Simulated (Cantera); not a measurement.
Input: 1 mol PH3, 0.46 mol H2, held at 2473 K.

These are equilibrium values from Cantera (NASA tables, ideal gas, pure condensed phases), not measurements of a reactor. Candidate condensed phases: P; 7 gas species. The ideal-gas law is rough above about 30 bar. The numbers say what is thermodynamically allowed, not how fast it happens.

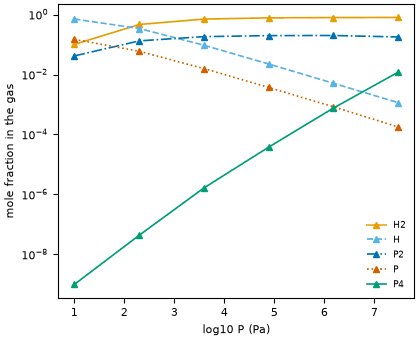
Figure: Equilibrium gas composition (values under 1e-9 drawn at 1e-9)

From 10.0 Pa to 300 bar nothing is condensed. The main P-bearing gas is P at 10.0 Pa and P2 at 300 bar.
